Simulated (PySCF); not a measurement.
Ge(Me)2(Vi)2, C6H12Ge, SMILES C=[CH][Ge]([CH3])([CH3])[CH]=C at its GFN2-xTB optimised geometry (Å):

```
19

C     -1.6878    -1.1631     2.5433
C     -0.9191    -1.6700     1.5954
Ge    -0.3028    -0.6910     0.0000
C      1.6873    -0.6910     0.0000
C     -0.9906     1.1696     0.0000
C     -0.9183    -1.6710    -1.5950
C     -1.6989    -1.1697    -2.5361
H     -2.0048    -1.7331     3.4049
H     -2.0372    -0.1436     2.4996
H     -0.5939    -2.6998     1.6831
H      2.0680    -0.1885     0.8844
H      2.0677    -0.1758    -0.8772
H      2.0765    -1.7050    -0.0074
H     -2.0765     1.1847    -0.0055
H     -0.6370     1.7050    -0.8765
H     -0.6461     1.7023     0.8818
H     -0.5829    -2.6970    -1.6879
H     -2.0598    -0.1545    -2.4866
H     -2.0161    -1.7409    -3.3969
```

Level of theory: PBE0/def2-SVP (PySCF 2.14.0). Cells within 0.4 Å of a nucleus heavier than hydrogen are left out (blank, or x).

Map of the electrostatic potential (hartree/e), clipped to [-0.08, 0.12] on the plane z = 1.5 Å:

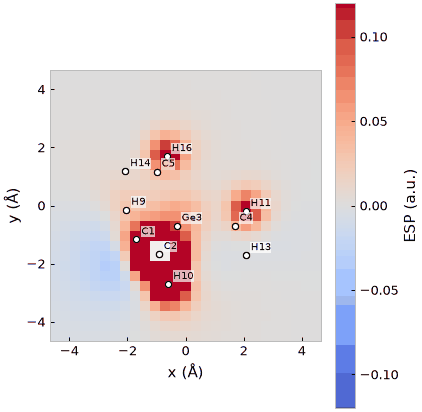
Figure: Electrostatic potential (hartree/e), clipped to [-0.08, 0.12] on the plane z = 1.5 Å.
